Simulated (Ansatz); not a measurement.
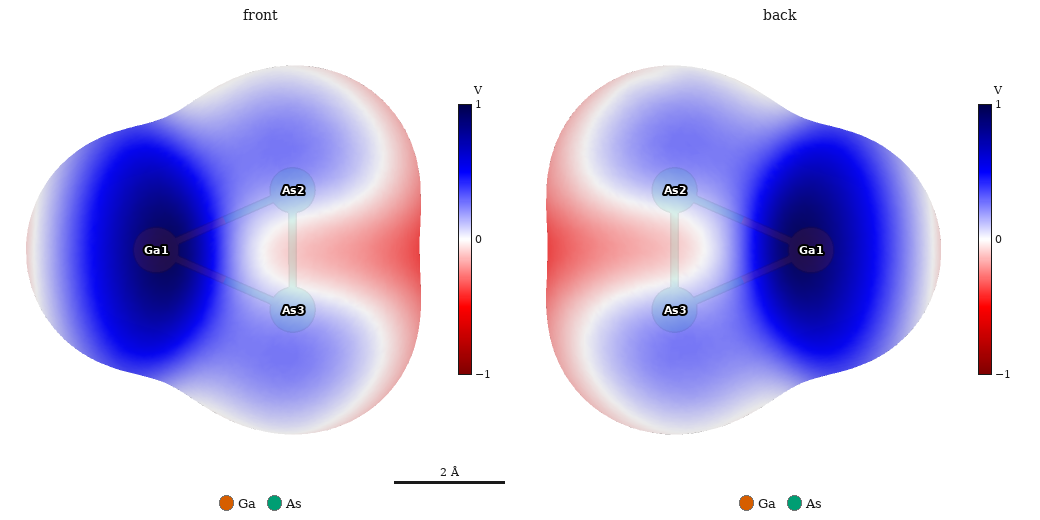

Figure. As₂Ga (doublet). The molecular electrostatic potential painted on the density surface at 0.001 e/bohr³, seen from the front and from behind; the colour scale runs from red (negative) to blue (positive).

Geometry: r2SCAN-D4/def2-TZVP.

All numbers below come from Ansatz, UKS PBE0-D4/def2-TZVP.

Describe the electrostatic potential map.

The most negative region (about −0.3 V, or −7 kcal/mol for a unit charge) lies over As2 and As3, the most positive (about +0.9 V, or +21 kcal/mol for a unit charge) over Ga1.
